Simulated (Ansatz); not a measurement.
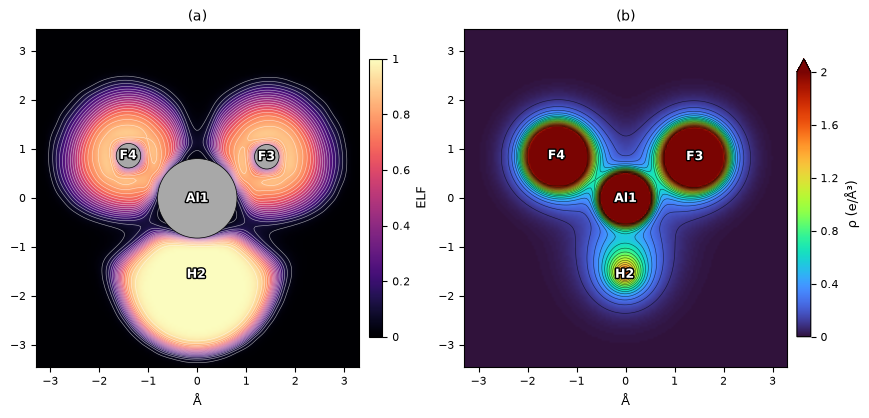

AlF$_{2}$H···PH$_{3}$. (a) ELF; (b) total electron density on the plane of atoms F3, Al1 and F4. Grey discs cover the atomic cores in the ELF map.

Computed with Ansatz 0.2.0, RKS B3LYP-D4/6-31G*.

Input file:

```
crystal:
  periodic: [false, false, false]
  atoms:
    - { symbol: Al, position_ang: [-0.012702, 0.196658, 0.005986] }
    - { symbol: H, position_ang: [-0.088733, 0.27159, 1.562691] }
    - { symbol: F, position_ang: [1.438924, 0.236168, -0.777968] }
    - { symbol: F, position_ang: [-1.382687, 0.092481, -0.905821] }
    - { symbol: P, position_ang: [0.158377, -2.997054, 1.37018] }
    - { symbol: H, position_ang: [-0.643604, -2.896154, 0.193047] }
    - { symbol: H, position_ang: [1.387249, -2.884116, 0.659902] }
    - { symbol: H, position_ang: [0.090877, -1.597473, 1.647983] }
basis:
  gaussian: { orbitals: "6-31G*" }
hamiltonian:
  xc: b3lyp
  dispersion: d4
relax:
  f_tol: 0.03
  max_steps: 50
output:
  orbitals: {}
```

Run with:

```sh
ansatz run input.yaml --threads 1 --pin off --max-ram 2048MiB --backend cpu --events-out ev --progress --plain --runs-dir out
```

The fields are those of the relaxed geometry.

What do the fields say about this system?

Answer. The section cuts through Al, H and F sites. Al–F (1.65 Å): ρ is about 0.86 e/Å³ halfway; the ELF peaks at about 0.85 in the valence shell of F, 0.6 Å from its nucleus, and is about 0.35 at the midpoint. Al–H (1.57 Å): ρ is about 0.56 e/Å³ halfway; the ELF climbs to about 1 towards the hydrogen. The ELF also peaks beside F3 and F4, away from the bonds: lone-pair regions.
